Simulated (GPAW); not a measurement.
# Dielectric function and optical constants of CdNi3P (model structure), part 2 of 2

Aim: the dielectric function of CdNi3P (model structure), and the optical constants that follow from it. The cell was made here by substitution or stacking, whether or not such a phase is known. It was built so: All N replaced by P in the Pm-3m structure of CdNi3N. The cell given below was relaxed beforehand with Ansatz.

GPAW 26.7.0; DFT, revPBE, plane-wave PAW (GPAW data sets), scalar-relativistic, RPA, optical limit.

So far. Step 2 (Ground state): There are states at the Fermi level within the smearing, so the occupations stay smeared and the carriers get a Drude term.

### 4. Dielectric function, RPA

Transitions between filled and empty bands, summed over the zone, give the optical response, so mesh, band count and broadening shape it.

The induced potential is part of this response.

This step: DFT, revPBE, plane-wave PAW (GPAW data sets), scalar-relativistic, RPA, optical limit (GPAW 26.7.0).

File df.py:

```python
from gpaw.response.df import DielectricFunction

df = DielectricFunction('full.gpw', frequencies={'type': 'nonlinear', 'domega0': 0.03, 'omega2': 8},
                        ecut=50,
                        eta=0.2,
                        nbands=62,
                        rate=0.2,
                        txt='df.txt')
for direction in ['x']:
    df.get_dielectric_function(xc='RPA', direction=direction, filename=f'df_{direction}.csv')
```

Run with:

```sh
OMP_NUM_THREADS=1 python df.py
```

The program printed:

```text
Using integrator: PointIntegrator
NonLinearFrequencyDescriptor(from 0.000 to 91.912 eV, 533 points)
Nonperiodic BCs:  [False False False]
Using integrator: PointIntegrator
NonLinearFrequencyDescriptor(from 0.000 to 91.912 eV, 533 points)
Nonperiodic BCs:  [False False False]
Using integrator: PointIntegrator

Calculating chi0 body with:
    Ground state adapter containing:
    Number of spins: 2
    Number of kpoints: 512
    Number of irreducible kpoints: 35
    Number of completely occupied states: 30
    Number of partially occupied states: 36

    Linear response parametrization:
    q_c: [0.0, 0.0, 0.0]
    Number of frequency points: 533
    Planewave cutoff: 50.0
    Number of bands: 62
    Number of planewaves: 57
    Broadening (eta): 0.2

Integrating chi0 body.

Symmetries of q_c:
    Direct symmetries (Uq -> q): 48
    Indirect symmetries (TUq -> q): 0
In total 48 allowed symmetries.

35 groups of equivalent kpoints. 93.1640625% reduction.

Integral kind: spectral function

Calculating chi0 optical extensions with:
    Ground state adapter containing:
    Number of spins: 2
    Number of kpoints: 512
    Number of irreducible kpoints: 35
    Number of completely occupied states: 30
    Number of partially occupied states: 36

    Linear response parametrization:
    Number of frequency points: 533
    Planewave cutoff: 50.0
    Number of bands: 62
    Number of planewaves: 57
    Broadening (eta): 0.2
Integrating chi0 head and wings.

Symmetries of q_c:
    Direct symmetries (Uq -> q): 48
    Indirect symmetries (TUq -> q): 0
In total 48 allowed symmetries.

35 groups of equivalent kpoints. 93.1640625% reduction.

Integral kind: spectral function wings

Calculating drude chi0 with:
    Number of frequency points:533
    Plasma frequency decay rate: 0.2 eV

    Ground state adapter containing:
    Number of spins: 2
    Number of kpoints: 512
    Number of irreducible kpoints: 35
    Number of completely occupied states: 30
    Number of partially occupied states: 36

Symmetries of q_c:
    Direct symmetries (Uq -> q): 48
    Indirect symmetries (TUq -> q): 0
In total 48 allowed symmetries.

35 groups of equivalent kpoints. 93.1640625% reduction.

Integral kind: intraband
Plasma frequency:
[[4.-0.j 0.+0.j 0.+0.j]
 [0.-0.j 4.-0.j 0.+0.j]
 [0.+0.j 0.+0.j 4.-0.j]]
```

The job ended after 49 s (1 thread of Arm Neoverse V1, shared host; peak memory 0.37 GiB).

Some rows of df_x.csv (energy; Re and Im without local fields; Re and Im with them):

```text
0.000000, 441.499453, -0.000000, 441.417395, -0.000000
0.555532, -9.527529, 60.741064, -9.586684, 60.706328
1.143969, -2.607721, 18.199602, -2.674429, 18.163757
1.768324, 3.007485, 13.468474, 2.986828, 13.432968
2.431988, 4.212655, 13.230305, 4.221477, 13.108614
3.138794, 0.678964, 10.668649, 0.646970, 10.628498
3.893091, 0.285947, 9.683176, 0.378174, 9.736943
4.699832, -0.169667, 7.002673, -0.211607, 7.169750
5.564682, -1.204220, 6.107677, -1.299467, 6.284294
6.494155, -0.331780, 5.795314, -0.665343, 5.858392
7.495775, -1.878681, 4.788241, -2.043311, 4.560252
8.578281, -1.910709, 3.320135, -1.798749, 3.184300
9.751884, -1.352933, 1.745075, -1.416156, 1.664637
11.028587, -0.843328, 1.547713, -0.801871, 1.473730
12.422601, -0.426348, 1.382247, -0.328933, 1.268824
13.950874, -0.240387, 0.918222, -0.252578, 0.831140
15.633783, -0.004997, 0.843694, 0.069299, 0.718511
17.496047, -0.088677, 0.682843, 0.097336, 0.651815
19.567954, 0.144170, 0.454450, 0.231114, 0.486374
```

Sum at mesh points, not converged in k. The Im ε, E ∥ x by photon energy; read off at these points:

```tsv
photon energy (eV)	Im ε, E ∥ x
1.0	22.0
2.0	12.8
2.5	13.6
3.0	11.3
4.0	9.62
5.0	7.00
6.0	5.33
7.0	5.06
8.0	3.60
9.0	2.51
10.0	1.49
11.0	1.50
12.0	1.16
13.0	1.10
14.0	0.833
15.0	0.760
16.0	0.754
17.0	0.759
18.0	0.601
19.0	0.473
```

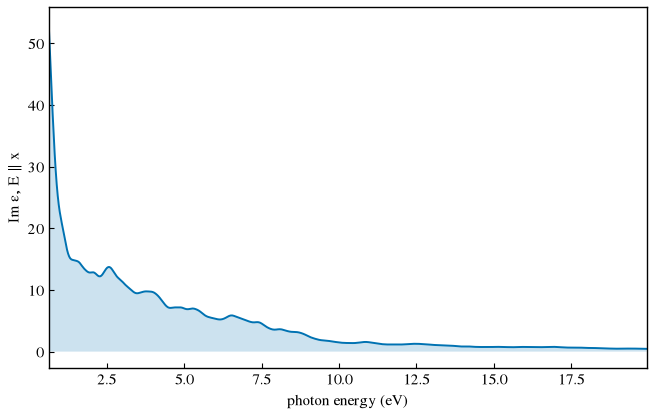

Im ε, E ∥ x against photon energy.

Values under 1 per cm are given as 1; sum at mesh points, not converged in k. The absorption coefficient, E ∥ x by photon energy:

```tsv
photon energy (eV)	absorption coefficient, E ∥ x (1/cm)
1.99	4.4e5
3.98	8.9e5
6.02	1.1e6
8.03	1.4e6
10.03	1.3e6
12.02	1.1e6
14.04	1.0e6
16.03	9.4e5
18.05	9.1e5
```

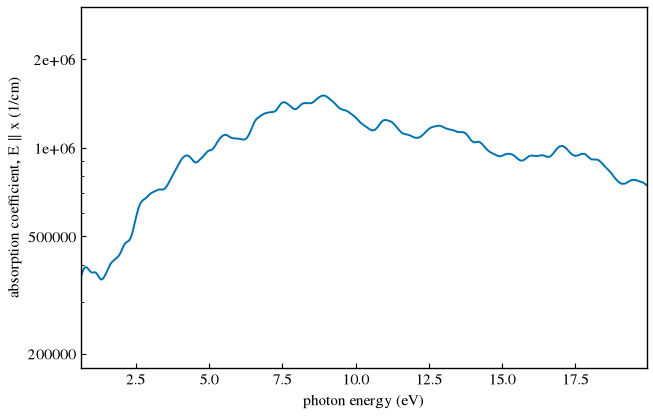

Absorption coefficient, E ∥ x against photon energy.

Sum at mesh points, not converged in k. Table of Im ε, E ∥ x by photon energy; read off at these points:

```tsv
photon energy (eV)	without local fields	with local fields
1.0	22.0	22.0
2.0	12.9	12.8
2.5	13.7	13.6
3.0	11.3	11.3
4.0	9.56	9.62
5.0	6.90	7.00
6.0	5.15	5.33
7.0	5.24	5.06
8.0	3.91	3.60
9.0	2.53	2.51
10.0	1.58	1.49
11.0	1.58	1.50
12.0	1.31	1.16
13.0	1.15	1.10
14.0	0.922	0.833
15.0	0.878	0.760
16.0	0.853	0.754
17.0	0.843	0.759
18.0	0.593	0.601
19.0	0.461	0.473
```

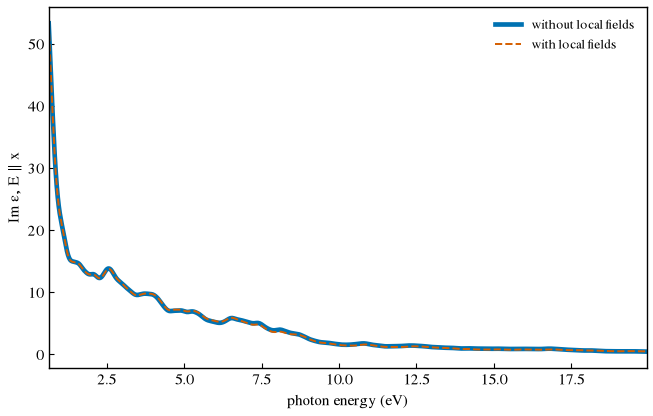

Im ε, E ∥ x against photon energy.

Sum at mesh points, not converged in k. Reflectivity at normal incidence, E ∥ x against photon energy; read off at these points:

```tsv
photon energy (eV)	reflectivity at normal incidence, E ∥ x (%)
1.0	60.0
2.0	42.1
2.7	44.5
3.0	43.0
4.0	41.8
4.2	42.5
5.0	37.7
6.0	35.9
7.0	39.7
7.6	43.2
8.0	39.7
9.0	47.3
10.0	42.1
11.0	33.5
11.3	34.6
12.0	26.2
13.0	27.6
14.0	24.8
15.0	17.8
16.0	15.0
17.0	15.4
18.0	15.0
19.0	11.8
```

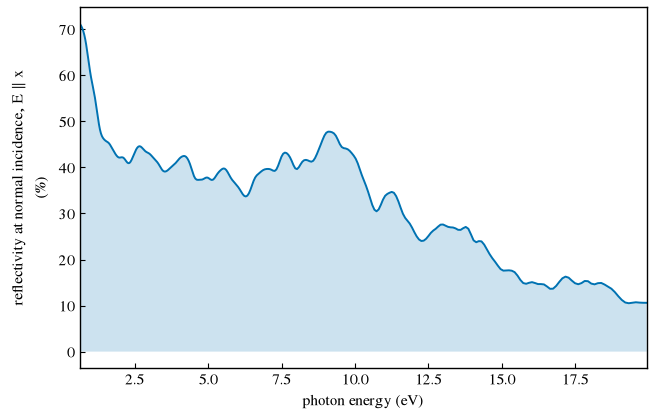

Reflectivity at normal incidence, E ∥ x, plotted against photon energy.

Sum at mesh points, not converged in k. Table of loss function −Im 1/ε at q → 0, E ∥ x by energy loss; read off at these points:

```tsv
energy loss (eV)	loss function −Im 1/ε at q → 0, E ∥ x
2.0	0.0718
4.0	0.104
6.0	0.183
8.0	0.229
10.0	0.404
12.0	0.781
14.0	1.11
16.0	1.31
18.0	1.62
18.9	1.84
```

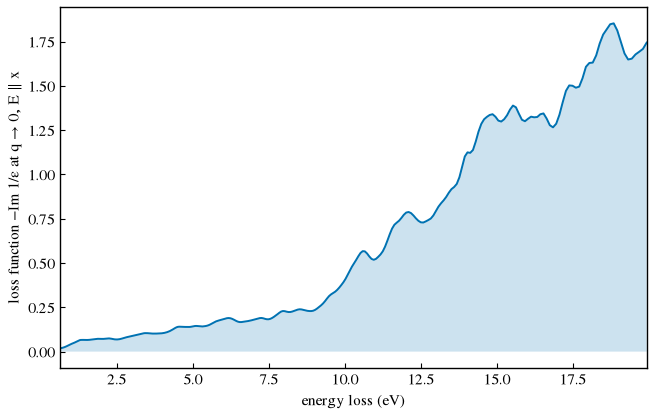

Loss function −Im 1/ε at q → 0, E ∥ x, plotted against energy loss.

From ε follow the optical constants at some laser and lamp lines:

```tsv
wavelength (nm)	n	k	R (%)	1/α
1064	2.78	3.167	54.3	27 nm
800	2.97	2.465	45.6	26 nm
633	2.92	2.198	42.2	23 nm
450	2.65	2.383	44.2	15 nm
405	2.42	2.274	42.6	14 nm
308	2.16	2.213	42.0	11 nm
193	1.63	1.760	34.9	8.7 nm
```

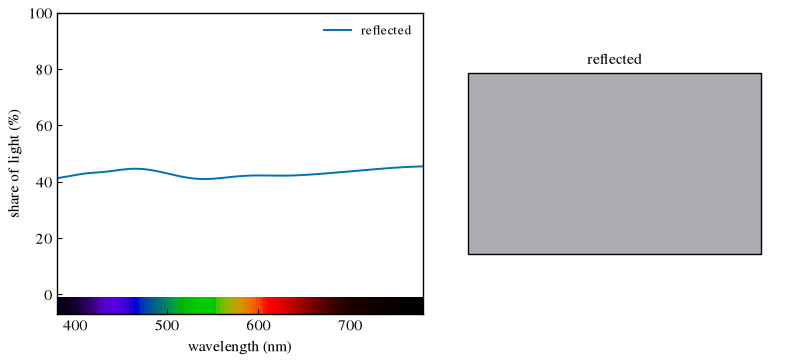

Light reflected across the visible range, with the colour that it makes of daylight (sRGB).

In reflection the computed colour is light grey: x = 0.310, y = 0.322, luminous reflectivity 42 %.

### 5. Results

In words: At this level (revPBE, RPA) CdNi3P is a metal. The mesh is too coarse to trust the carriers' weight, the reflectivity or the colour to better than tens of per cent. In reflection the computed colour is light grey: x = 0.310, y = 0.322, luminous reflectivity 42 %. The carriers' damping of 0.2 eV is typed, not computed; it shapes the response at the lowest energies. The magnetic state comes from one start and need not be the lowest. In this version of GPAW the matrix elements of the optical limit are incomplete, which can lower ε − 1 by up to a tenth where first-row anions or d states rule, and shift it by more in d metals. GPAW's carrier term has the form −ωp²/(ω + i·rate)², which damps like twice the rate and fails at low energy, so the curves leave the lowest energies out. The sum runs over mesh points 0.19 Å⁻¹ apart with no interpolation, so peaks are partly noise of the mesh, and the Drude plasma energy, a sum over the Fermi surface, isn't converged.

[Machine, clock and banner lines and Python warnings are left out of the logs.]

[Logs are printed without paths, hosts, clocks, repeated set-up lines and the standing remarks that a program may print on its own settings, such as how far it seeks lower states.]

[Hosts, paths, dates, database ids (printed as entryN), source tags and the programs' standing remarks are cut or masked in the printed files.]
